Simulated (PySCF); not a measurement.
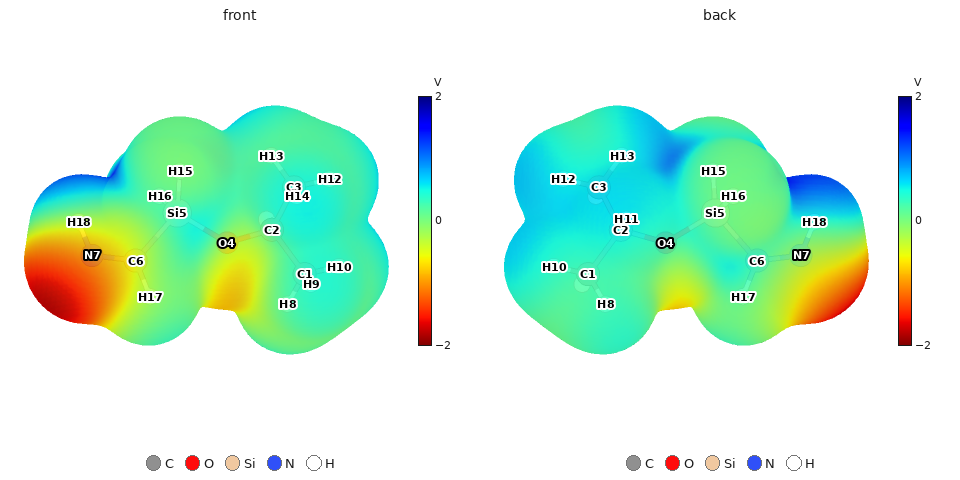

C4H11NOSi. The electrostatic potential painted on the density surface at 0.001 e/bohr³, seen from the front and from behind; red is negative and blue positive.

Geometry: GFN2-xTB.

The calculation used PySCF, PBE0/pcSseg-1, SCF density, gas phase, non-relativistic.

```yaml
atoms:
  - { symbol: C, position_ang: [-2.0469, 1.2047, -0.4341] }
  - { symbol: C, position_ang: [-1.1947, -0.0605, -0.4444] }
  - { symbol: C, position_ang: [-1.7151, -1.0920, 0.5497] }
  - { symbol: O, position_ang: [0.1253, 0.3100, -0.1397] }
  - { symbol: Si, position_ang: [1.4851, -0.5512, -0.1028] }
  - { symbol: C, position_ang: [2.7663, 0.8003, 0.2564] }
  - { symbol: N, position_ang: [4.0051, 0.6481, 0.4142] }
  - { symbol: H, position_ang: [-1.6310, 1.9356, -1.1226] }
  - { symbol: H, position_ang: [-2.0541, 1.6347, 0.5645] }
  - { symbol: H, position_ang: [-3.0662, 0.9759, -0.7322] }
  - { symbol: H, position_ang: [-1.2035, -0.4998, -1.4530] }
  - { symbol: H, position_ang: [-2.7549, -1.3250, 0.3378] }
  - { symbol: H, position_ang: [-1.1277, -2.0043, 0.4847] }
  - { symbol: H, position_ang: [-1.6364, -0.6977, 1.5599] }
  - { symbol: H, position_ang: [1.5173, -1.5706, 0.9540] }
  - { symbol: H, position_ang: [1.7695, -1.2163, -1.3810] }
  - { symbol: H, position_ang: [2.4260, 1.8319, 0.3406] }
  - { symbol: H, position_ang: [4.3273, -0.3174, 0.3363] }
```

> Describe the electrostatic potential map.

The most negative region (about −1.8 V) lies over N7, the most positive (about +1.3 V) over Si5 and H18. N7 is the likeliest acceptor of a hydrogen bond.
